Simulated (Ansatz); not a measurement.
BaF2 (fluorite) is sheared across one {100} plane: the third cell vector gains the shift, so faults repeat every 9.4 Å. The cut lies between planes 1.56 Å apart; the cell height is held.

```
BaF2
1.0
    4.41689     0.00000     0.00000
    0.00000     4.41689     0.00000
    2.20844     2.20844     9.36963
Ba F
3 6
Direct
  0.00000   0.00000   0.91667
  0.33333   0.33333   0.25000
  0.66667   0.66667   0.58333
  0.91667   0.41667   0.08333
  0.25000   0.75000   0.41667
  0.58333   0.08333   0.75000
  0.41667   0.91667   0.08333
  0.75000   0.25000   0.41667
  0.08333   0.58333   0.75000
```

In-plane vectors a = (4.417, 0.000) Å, b = (0.000, 4.417) Å, area 19.51 Å². The shift is s times the vector a + b (length 6.246 Å), so s = 1 restores the start. Atoms relax along the normal only. γ = [E(shift) − E(0)] / area.

All values below come from PBE (plane waves to 420 eV, PAW, scalar-relativistic; Ansatz, an electronic-structure program). k mesh 7×7×7 (Γ-centred), Fermi-Dirac smearing 0.05 eV. Energies are extrapolated to zero smearing. Some relaxations began with atoms very close together and may have settled on another branch. Faults lie only 9.4 Å apart, and holding the cell height raises γ above its relaxed value. BaF2 was relaxed with its symmetry unable to fall. γ is measured from zero shift.

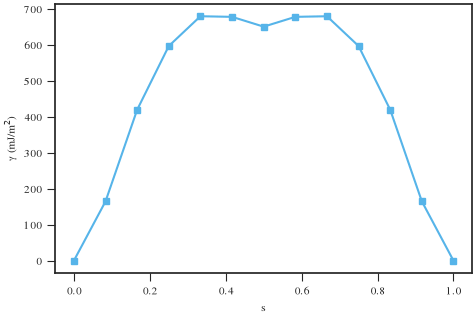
*γ (mJ/m²) against s; markers are the computed points, lines only join them (the last repeats the first, one period on).*

**Question.** Does γ have a local minimum between the ends of the line, and at which s?

**Answer.** s = 0.500.

**Question.** Which barrier is met on the easier way from s = 0 (or 1) to s = 0.500?

**Answer.** About 680 mJ/m².

(The slope of γ gives the shear force per area between the displaced halves; near zero shift its curvature is an elastic stiffness.)
